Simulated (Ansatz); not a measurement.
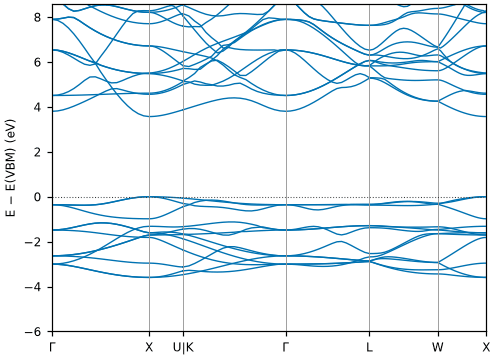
*Band structure from PBE (plane waves, PAW; program Ansatz)*

Task: Read off the gap and where the band edges lie.

Result: About 3.6 eV (3.57 eV by a search for the band edges); maximum at X, minimum at X.

Task: Which compound is it?
A. Li6SI2O, Fm-3m (Li on 24e, I on 8c, S on 4a, O on 4b)
B. K2S, anti-fluorite
C. MgTe, zinc blende
D. BaS, rock salt

Result: A, Li6SI2O, Fm-3m (Li on 24e, I on 8c, S on 4a, O on 4b)

The start of the workflow was typed in or built on a structure type; neither database checked (COD, Materials Project) lists it. Whether it is the stable phase at ambient conditions was not checked. The cell was relaxed with PBE under the symmetry of its start; whether a distortion lowers the energy is not shown. The volume moved by 23 % from the start of the relaxation. Scalar-relativistic: spin–orbit coupling is off unless named, which matters more the heavier the elements.

Potentials: the later of the program's two PAW sets.
